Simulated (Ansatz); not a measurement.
# Cl2GaH: reaction (reductive elimination), part 1 of 2

Aim: the minimum-energy path and barrier of the reaction (reductive elimination). The ends are relaxed first, then joined by a nudged elastic band. Meant to form: H2–Cl3; to break: Ga1–H2, Ga1–Cl3. The start is a guess near the saddle point, from which both ends are pulled out.

Program: Ansatz 0.2.0. Level of theory: RKS BLYP-D4/def2-SVP. These are calculated values, not measurements.

## (1) The structure to begin with

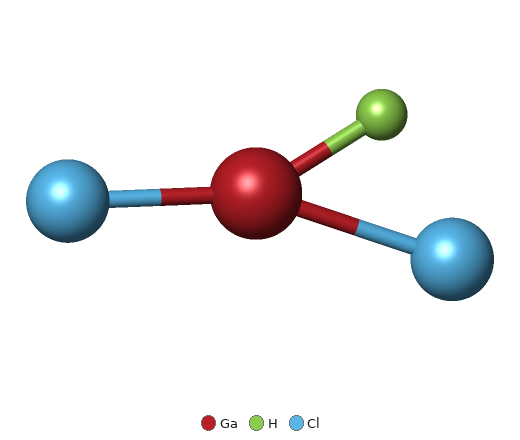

Start, viewed from a chosen angle; gallium red, hydrogen green, chlorine blue.

Coordinates:

```xyz
4

Ga    0.0000    0.0000    0.0000
H     0.9098    0.0000    1.5183
Cl    2.4075    0.0000    0.3969
Cl   -1.9398    0.0000   -1.1200
```

## (2) Pulling towards end A

Springs on the bonds that form and break draw the guess towards this end; the thresholds are loose.

input.yaml reads:

```yaml
crystal:
  periodic: [false, false, false]
  atoms:
    - { symbol: Ga, position_ang: [0.0, 0.0, 0.0] }
    - { symbol: H, position_ang: [0.9098, 0.0, 1.5183] }
    - { symbol: Cl, position_ang: [2.4075, 0.0, 0.3969] }
    - { symbol: Cl, position_ang: [-1.9398, 0.0, -1.12] }
basis:
  gaussian: { orbitals: def2-SVP }
hamiltonian:
  xc: blyp
  dispersion: d4
relax:
  f_tol: 0.15
  max_steps: 25
  restrain:
    - { distance: [1, 2], at: 2.57, k: 30.0 }
    - { distance: [0, 1], at: 1.57, k: 30.0 }
    - { distance: [0, 2], at: 2.24, k: 30.0 }
```

On the command line:

```sh
$ ansatz run input.yaml --threads 1 --pin off --max-ram 2048MiB --backend cpu --events-out ev --progress --plain --runs-dir out
```

The log of the run, shortened:

```text
Warning: RAYON_NUM_THREADS=1 ignored (pool sized by the plan → 1); use --threads N
[...]
Functional definition: BLYP
[...]
803 factors; their error is unknown
[...]
mean field -77426.88946491 eV, -2845.3857060050 hartree, gradient 2.7e-5 eV, S^2 0.000000; 0 other end points of the search recorded, 0 dependent functions left out
[...]
reference -77426.88974865 eV, -2845.3857164320 hartree; 33, 33 occupied and 40, 40 virtual orbitals, 803 factors
relax step   1: F+E_penalty+E_count = -77427.07467382 eV  Δ(F+E_penalty+E_count) = +0.000e0 eV  max|allowed force component| = 1.683e0 eV/Å  E_restraint = 8.52910523 eV  max|allowed force component, restraints' pulls added| = 2.094e1 eV/Å  Δτ_max = 0.0000 Å  (28 SCF iters, accepted)
[...]
relax step   5: F+E_penalty+E_count = -77429.02872193 eV  Δ(F+E_penalty+E_count) = -1.177e-1 eV  max|allowed force component| = 1.086e0 eV/Å  E_restraint = 0.06950754 eV  max|allowed force component, restraints' pulls added| = 6.091e-1 eV/Å  Δτ_max = 0.1116 Å  (28 SCF iters, accepted)
[...]
relax step   6: F+E_penalty+E_count = -77429.02862050 eV  Δ(F+E_penalty+E_count) = +1.014e-4 eV  max|allowed force component| = 1.106e0 eV/Å  E_restraint = 0.06059108 eV  max|allowed force component, restraints' pulls added| = 8.618e-2 eV/Å  Δτ_max = 0.0320 Å  (24 SCF iters, accepted)
  distance H 1 - Cl 2 = 2.6213 Å
  distance Ga 0 - H 1 = 1.5503 Å
  distance Ga 0 - Cl 2 = 2.2081 Å
803 factors; their error is unknown
[...]
mean field -77428.82327032 eV, -2845.4567720428 hartree, gradient 1.8e-5 eV, S^2 0.000000; 1 other end points of the search recorded, 0 dependent functions left out
[...]
reference -77428.82356336 eV, -2845.4567828119 hartree; 33, 33 occupied and 40, 40 virtual orbitals, 803 factors
Total energy: -77429.02891354 eV, -2845.4643292919 hartree
Atom 0 at     0.110070    -0.000000     0.282756 Å, force     1.050653     0.000000     0.344596 eV/Å
Atom 1 at     0.498009     0.000000     1.783724 Å, force    -1.106391    -0.000000     0.554790 eV/Å
Atom 2 at     2.277019     0.000000    -0.141469 Å, force     0.025069    -0.000000    -0.894343 eV/Å
Atom 3 at    -1.507598     0.000000    -1.129811 Å, force     0.030669    -0.000000    -0.005043 eV/Å
Dipole moment:    -0.311922    -0.000000     0.175760 e Å
```

Run time: 11 s. Hardware: 1 thread of Arm Neoverse V2, shared host; peak memory 0.12 GiB.

Step by step:

```
step  energy from step 1 (eV)  largest force component (eV/Å)
   1                   0.0000                          1.6830
   2                  -0.5365                          1.5855
   3                  -1.2120                          1.7195
   4                  -1.8364                          1.1035
   5                  -1.9540                          1.0859
   6                  -1.9539                          1.1064
```

Step 1 is the start. Energies and forces in the table leave out the springs, which the log lists apart; the run stops on the force with the springs' pull added.

After: Bond lengths: Ga1–H2 1.550 Å, Ga1–Cl3 2.208 Å, Ga1–Cl4 2.148 Å. Angles: H2–Ga1–Cl3 86.6°, H2–Ga1–Cl4 145.6°, Cl3–Ga1–Cl4 127.8°.

## (3) End point A

It starts where the restrained run ended.

input.yaml reads:

```yaml
crystal:
  periodic: [false, false, false]
  atoms:
    - { symbol: Ga, position_ang: [0.11007, 0.0, 0.282756] }
    - { symbol: H, position_ang: [0.498009, 0.0, 1.783724] }
    - { symbol: Cl, position_ang: [2.277019, 0.0, -0.141469] }
    - { symbol: Cl, position_ang: [-1.507598, 0.0, -1.129811] }
basis:
  gaussian: { orbitals: def2-SVP }
hamiltonian:
  xc: blyp
  dispersion: d4
relax:
  f_tol: 0.03
  max_steps: 50
```

On the command line:

```sh
$ ansatz run input.yaml --threads 1 --pin off --max-ram 2048MiB --backend cpu --events-out ev --progress --plain --runs-dir out
```

The log of the run, shortened:

```text
Warning: RAYON_NUM_THREADS=1 ignored (pool sized by the plan → 1); use --threads N
[...]
[... 1 set-up line as earlier in the session ...]
[...]
803 factors; their error is unknown
[...]
mean field -77428.82327025 eV, -2845.4567720403 hartree, gradient 1.6e-5 eV, S^2 0.000000; 0 other end points of the search recorded, 0 dependent functions left out
[...]
reference -77428.82356325 eV, -2845.4567828080 hartree; 33, 33 occupied and 40, 40 virtual orbitals, 803 factors
relax step   1: F+E_penalty+E_count = -77429.02862045 eV  Δ(F+E_penalty+E_count) = +0.000e0 eV  max|allowed force component| = 1.106e0 eV/Å  Δτ_max = 0.0000 Å  (26 SCF iters, accepted)
[...]
relax step   4: F+E_penalty+E_count = -77429.57161669 eV  Δ(F+E_penalty+E_count) = -1.709e-2 eV  max|allowed force component| = 4.848e-1 eV/Å  Δτ_max = 0.0569 Å  (25 SCF iters, accepted)
[...]
relax step   5: F+E_penalty+E_count = -77429.57762809 eV  Δ(F+E_penalty+E_count) = -6.011e-3 eV  max|allowed force component| = 2.196e-2 eV/Å  Δτ_max = 0.0194 Å  (26 SCF iters, accepted)
803 factors; their error is unknown
mean field -77429.36688823 eV, -2845.4767496327 hartree, gradient 1.2e-5 eV, S^2 0.000000; 1 other end points of the search recorded, 0 dependent functions left out
[...]
reference -77429.36718497 eV, -2845.4767605374 hartree; 33, 33 occupied and 40, 40 virtual orbitals, 803 factors
Total energy: -77429.57792483 eV, -2845.4845050845 hartree
Atom 0 at     0.316818     0.000000     0.385292 Å, force     0.002200     0.000000    -0.021960 eV/Å
Atom 1 at     0.090570    -0.000000     1.929302 Å, force    -0.002277    -0.000000     0.008906 eV/Å
Atom 2 at     2.300499    -0.000000    -0.492804 Å, force    -0.016754    -0.000000     0.003016 eV/Å
Atom 3 at    -1.330387    -0.000000    -1.026589 Å, force     0.016831     0.000000     0.010038 eV/Å
Dipole moment:    -0.046142     0.000000     0.313303 e Å
```

Wall time 9.3 s (1 thread of Arm Neoverse V2, shared host); peak memory 0.12 GiB.

The steps of the relaxation:

```
step  energy from step 1 (eV)  largest force component (eV/Å)
   1                   0.0000                          1.1064
   2                  -0.3619                          0.9244
   3                  -0.5259                          0.5450
   4                  -0.5430                          0.4848
   5                  -0.5490                          0.0220
```

Step 1 is the start.

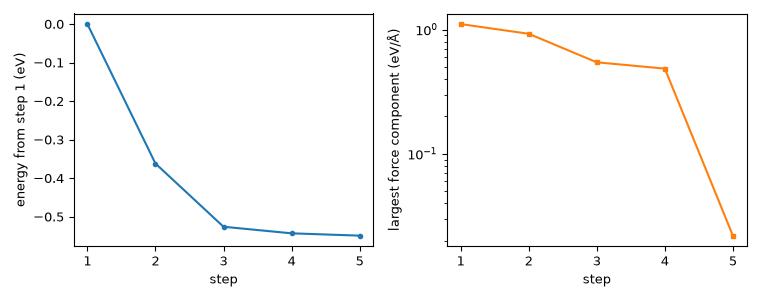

Energy and largest force along the relaxation.

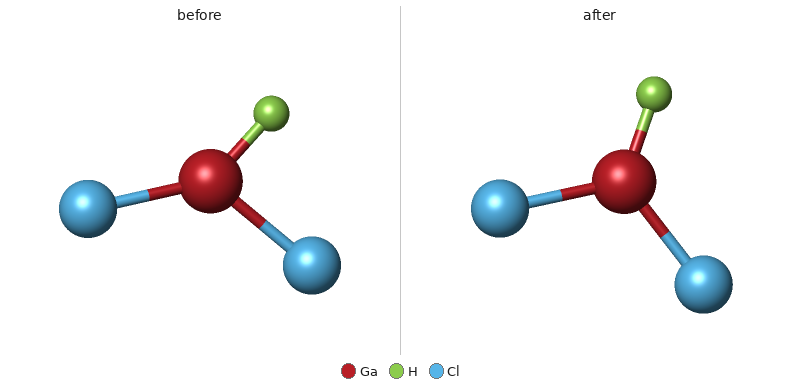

Before and after, at one scale.

After: Bond lengths: Ga1–H2 1.560 Å, Ga1–Cl3 2.169 Å, Ga1–Cl4 2.169 Å. Angles: H2–Ga1–Cl3 122.2°, H2–Ga1–Cl4 122.3°, Cl3–Ga1–Cl4 115.5°.

## (4) A restrained relaxation towards end B

Springs on the bonds that form and break draw the guess towards this end; the thresholds are loose.

input.yaml reads:

```yaml
crystal:
  periodic: [false, false, false]
  atoms:
    - { symbol: Ga, position_ang: [0.0, 0.0, 0.0] }
    - { symbol: H, position_ang: [0.9098, 0.0, 1.5183] }
    - { symbol: Cl, position_ang: [2.4075, 0.0, 0.3969] }
    - { symbol: Cl, position_ang: [-1.9398, 0.0, -1.12] }
basis:
  gaussian: { orbitals: def2-SVP }
hamiltonian:
  xc: blyp
  dispersion: d4
relax:
  f_tol: 0.15
  max_steps: 25
  restrain:
    - { distance: [1, 2], at: 1.37, k: 30.0 }
    - { distance: [0, 1], at: 2.77, k: 30.0 }
    - { distance: [0, 2], at: 3.44, k: 30.0 }
```

On the command line:

```sh
$ ansatz run input.yaml --threads 1 --pin off --max-ram 2048MiB --backend cpu --events-out ev --progress --plain --runs-dir out
```

The log of the run, shortened:

```text
Warning: RAYON_NUM_THREADS=1 ignored (pool sized by the plan → 1); use --threads N
[...]
[... 1 set-up line as earlier in the session ...]
[...]
803 factors; their error is unknown
[...]
mean field -77426.88946491 eV, -2845.3857060050 hartree, gradient 2.7e-5 eV, S^2 0.000000; 0 other end points of the search recorded, 0 dependent functions left out
[...]
reference -77426.88974865 eV, -2845.3857164320 hartree; 33, 33 occupied and 40, 40 virtual orbitals, 803 factors
relax step   1: F+E_penalty+E_count = -77427.07467382 eV  Δ(F+E_penalty+E_count) = +0.000e0 eV  max|allowed force component| = 1.683e0 eV/Å  E_restraint = 33.76450987 eV  max|allowed force component, restraints' pulls added| = 4.536e1 eV/Å  Δτ_max = 0.0000 Å  (28 SCF iters, accepted)
[...]
  distance H 1 - Cl 2 = 1.3401 Å
  distance Ga 0 - H 1 = 2.7713 Å
  distance Ga 0 - Cl 2 = 3.4385 Å
803 factors; their error is unknown
mean field -77428.58635693 eV, -2845.4480656362 hartree, gradient 1.4e-5 eV, S^2 0.000000; 1 other end points of the search recorded, 0 dependent functions left out
[...]
reference -77428.58664789 eV, -2845.4480763290 hartree; 33, 33 occupied and 40, 40 virtual orbitals, 803 factors
Total energy: -77428.78255859 eV, -2845.4552759143 hartree
Atom 0 at    -0.962913    -0.000000     0.469966 Å, force    -0.065035    -0.000000    -0.061277 eV/Å
Atom 1 at     1.611664     0.000000     1.495485 Å, force     0.639823     0.000000    -0.677840 eV/Å
Atom 2 at     2.475580    -0.000000     0.471025 Å, force    -0.614582    -0.000000     0.685874 eV/Å
Atom 3 at    -1.746831     0.000000    -1.641277 Å, force     0.039794     0.000000     0.053243 eV/Å
Dipole moment:     0.094096    -0.000000     0.545407 e Å
```

Wall time 21 s (1 thread of Arm Neoverse V2, shared host); peak memory 0.12 GiB.

Relaxation path:

```
step  energy from step 1 (eV)  largest force component (eV/Å)
   1                   0.0000                          1.6830
   2                   0.3759                          2.7225
   3                   0.7107                          6.6236
   4                  -0.1569                          6.4023
   5                  -1.3028                          2.6320
   6                  -1.5899                          0.9844
   7                  -1.6227                          0.8552
   8                  -1.6539                          0.7276
   9                  -1.6837                          0.6703
  10                  -1.6858                          0.6723
  11                  -1.6937                          0.7726
  12                  -1.7054                          0.6883
  13                  -1.7076                          0.6859
```

Step 1 is the start. Energies and forces in the table leave out the springs, which the log lists apart; the run stops on the force with the springs' pull added.

After: Bond lengths: H2–Cl3 1.340 Å, Ga1–Cl4 2.252 Å.

Pairs that crossed the distance rule for bonds on the way: came closer H2–Cl3; moved apart Ga1–H2, Ga1–Cl3.

## (5) Relaxing end B

It starts where the restrained run ended.

input.yaml reads:

```yaml
crystal:
  periodic: [false, false, false]
  atoms:
    - { symbol: Ga, position_ang: [-0.962913, 0.0, 0.469966] }
    - { symbol: H, position_ang: [1.611664, 0.0, 1.495485] }
    - { symbol: Cl, position_ang: [2.47558, 0.0, 0.471025] }
    - { symbol: Cl, position_ang: [-1.746831, 0.0, -1.641277] }
basis:
  gaussian: { orbitals: def2-SVP }
hamiltonian:
  xc: blyp
  dispersion: d4
relax:
  f_tol: 0.03
  max_steps: 50
```

On the command line:

```sh
$ ansatz run input.yaml --threads 1 --pin off --max-ram 2048MiB --backend cpu --events-out ev --progress --plain --runs-dir out
```

The log of the run, shortened:

```text
Warning: RAYON_NUM_THREADS=1 ignored (pool sized by the plan → 1); use --threads N
[...]
[... 1 set-up line as earlier in the session ...]
[...]
803 factors; their error is unknown
[...]
mean field -77428.58637338 eV, -2845.4480662409 hartree, gradient 3.4e-5 eV, S^2 0.000000; 0 other end points of the search recorded, 0 dependent functions left out
[...]
reference -77428.58666451 eV, -2845.4480769397 hartree; 33, 33 occupied and 40, 40 virtual orbitals, 803 factors
relax step   1: F+E_penalty+E_count = -77428.78228409 eV  Δ(F+E_penalty+E_count) = +0.000e0 eV  max|allowed force component| = 6.856e-1 eV/Å  Δτ_max = 0.0000 Å  (27 SCF iters, accepted)
[...]
relax step   3: F+E_penalty+E_count = -77428.80152945 eV  Δ(F+E_penalty+E_count) = -1.148e-2 eV  max|allowed force component| = 1.073e0 eV/Å  Δτ_max = 0.1681 Å  (28 SCF iters, accepted)
[...]
relax step  11: F+E_penalty+E_count = -77428.85000187 eV  Δ(F+E_penalty+E_count) = -3.841e-4 eV  max|allowed force component| = 2.337e-2 eV/Å  Δτ_max = 0.0365 Å  (25 SCF iters, accepted)
803 factors; their error is unknown
[...]
mean field -77428.64215770 eV, -2845.4501162769 hartree, gradient 9.0e-6 eV, S^2 0.000000; 1 other end points of the search recorded, 0 dependent functions left out
[...]
reference -77428.64245374 eV, -2845.4501271563 hartree; 33, 33 occupied and 40, 40 virtual orbitals, 803 factors
Total energy: -77428.85029791 eV, -2845.4577652884 hartree
Atom 0 at    -1.263281     0.000000     0.534413 Å, force    -0.004225     0.000000     0.012028 eV/Å
Atom 1 at     2.111817    -0.000000     1.636622 Å, force     0.002204    -0.000000     0.022314 eV/Å
Atom 2 at     1.993361     0.000000     0.340820 Å, force     0.001722     0.000000    -0.023366 eV/Å
Atom 3 at    -1.464397    -0.000000    -1.716655 Å, force     0.000298    -0.000000    -0.010975 eV/Å
Dipole moment:     0.316069     0.000000     0.671284 e Å
```

It took 17 s on 1 thread of Arm Neoverse V2, shared host; peak memory 0.12 GiB.

The steps of the relaxation:

```
step  energy from step 1 (eV)  largest force component (eV/Å)
   1                   0.0000                          0.6856
   2                  -0.0078                          0.9775
   3                  -0.0192                          1.0731
   4                  -0.0528                          0.0677
   5                  -0.0555                          0.0406
   6                  -0.0605                          0.4009
   7                  -0.0636                          0.0839
  8x                  -0.0597                          0.6074
   9                  -0.0667                          0.1755
  10                  -0.0673                          0.0202
  11                  -0.0677                          0.0234
```

Step 1 is the start. 1 step was tried and not accepted (marked x).

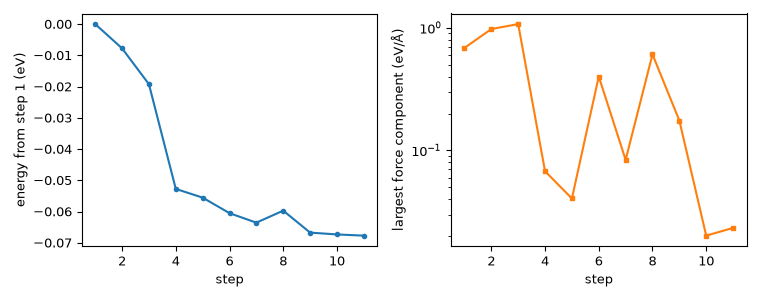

Energy and largest force along the relaxation.

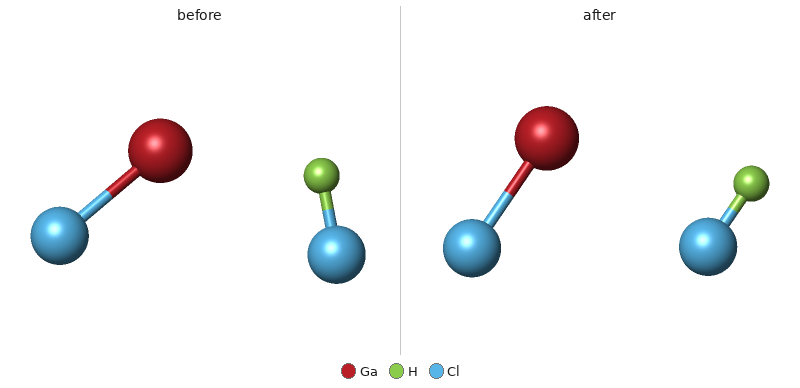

Before and after, at one scale.

After: Bond lengths: H2–Cl3 1.301 Å, Ga1–Cl4 2.260 Å.

## (6) The band

crystal.atoms is end A as relaxed above, and neb.final_atoms is end B, turned to lie on A. With 5 inner images the band has 7 in all. The start path is listed, through a guess of the saddle.

input.yaml reads:

```yaml
crystal:
  periodic: [false, false, false]
  atoms:
    - { symbol: Ga, position_ang: [0.316818, 0.0, 0.385292] }
    - { symbol: H, position_ang: [0.09057, 0.0, 1.929302] }
    - { symbol: Cl, position_ang: [2.300499, 0.0, -0.492804] }
    - { symbol: Cl, position_ang: [-1.330387, 0.0, -1.026589] }
basis:
  gaussian: { orbitals: def2-SVP }
hamiltonian:
  xc: blyp
  dispersion: d4
neb:
  order_check: false
  images: 5
  f_tol: 0.03
  max_iterations: 60
  final_atoms:
    - { symbol: Ga, position_ang: [-1.28232421, 0.0, 0.42472854] }
    - { symbol: H, position_ang: [2.01034845, 0.0, 1.75305757] }
    - { symbol: Cl, position_ang: [1.97995111, 0.0, 0.4522076] }
    - { symbol: Cl, position_ang: [-1.33047535, 0.0, -1.8347927] }
  initial_path:
    images:
      - { positions_ang: [[0.316818, 0.0, 0.385292], [0.09057, 0.0, 1.929302], [2.300499, 0.0, -0.492804], [-1.330387, 0.0, -1.026589]] }
      - { positions_ang: [[0.21132567, 0.0, 0.25666489], [0.36289302, 0.0, 1.7926236], [2.33605189, 0.0, -0.19505808], [-1.53277058, 0.0, -1.05902942]] }
      - { positions_ang: [[0.10583335, 0.0, 0.12803779], [0.63521605, 0.0, 1.6559452], [2.37160477, 0.0, 0.10268785], [-1.73515417, 0.0, -1.09146983]] }
      - { positions_ang: [[0.00034102, 0.0, -0.00058932], [0.90753907, 0.0, 1.5192668], [2.40715766, 0.0, 0.40043377], [-1.93753775, 0.0, -1.12391025]] }
      - { positions_ang: [[-0.42721406, 0.0, 0.1411833], [1.2751422, 0.0, 1.59719706], [2.26475548, 0.0, 0.41769171], [-1.73518362, 0.0, -1.36087107]] }
      - { positions_ang: [[-0.85476913, 0.0, 0.28295592], [1.64274532, 0.0, 1.67512731], [2.1223533, 0.0, 0.43494965], [-1.53282949, 0.0, -1.59783189]] }
      - { positions_ang: [[-1.28232421, 0.0, 0.42472854], [2.01034845, 0.0, 1.75305757], [1.97995111, 0.0, 0.4522076], [-1.33047535, 0.0, -1.8347927]] }
```

On the command line:

```sh
$ ansatz run input.yaml --threads 1 --pin off --max-ram 2048MiB --backend cpu --events-out ev --progress --plain --runs-dir out
```

The log of the run, shortened:

```text
Warning: RAYON_NUM_THREADS=1 ignored (pool sized by the plan → 1); use --threads N
[...]
[... 1 set-up line as earlier in the session ...]
[...]
803 factors; their error is unknown
[...]
mean field -77429.36688693 eV, -2845.4767495847 hartree, gradient 4.7e-5 eV, S^2 0.000000; 0 other end points of the search recorded, 0 dependent functions left out
[...]
reference -77429.36718380 eV, -2845.4767604946 hartree; 33, 33 occupied and 40, 40 virtual orbitals, 803 factors
803 factors; their error is unknown
[...]
mean field -77428.64219208 eV, -2845.4501175403 hartree, gradient 2.0e-5 eV, S^2 0.000000; 0 other end points of the search recorded, 0 dependent functions left out
[...]
reference -77428.64248647 eV, -2845.4501283591 hartree; 33, 33 occupied and 40, 40 virtual orbitals, 803 factors
NEB end point (image 0): max|allowed force component| = 2.198e-2 eV/Å (the criterion of neb.relax_end_points is 1.000e-2)
[...]
NEB iter   7: max|band force component| = 1.147e0 eV/Å  barrier→ = 1.8933 eV  barrier← = 1.1657 eV  CI = image 2  Δτ_max = 0.1011 Å  (144 SCF iters)
[...]
NEB iter   9: max|band force component| = 1.249e-1 eV/Å  barrier→ = 1.8610 eV  barrier← = 1.1334 eV  CI = image 2  Δτ_max = 0.0124 Å  (127 SCF iters)
[...]
NEB iter  10: max|band force component| = 2.234e-2 eV/Å  barrier→ = 1.8601 eV  barrier← = 1.1326 eV  CI = image 2  Δτ_max = 0.0000 Å  (260 SCF iters)
Total energy: -77427.71776749 eV, -2845.4161455632 hartree
Atom 0 at    -0.297832     0.000000     0.519298 Å, force     0.020444     0.000000     0.016838 eV/Å
Atom 1 at     0.994422    -0.000000     1.504430 Å, force    -0.008255     0.000000     0.004564 eV/Å
Atom 2 at     2.174147    -0.000000     0.073208 Å, force    -0.004480    -0.000000    -0.006429 eV/Å
Atom 3 at    -1.493236    -0.000000    -1.301735 Å, force    -0.007709    -0.000000    -0.014973 eV/Å
Dipole moment:    -0.290990     0.000000     0.320945 e Å
this run last wrote the band of iteration 10 to <dir>
```

Run time: 77 s. Hardware: 1 thread of Arm Neoverse V2, shared host; peak memory 0.13 GiB.

(Continued in part 2 of 2.)
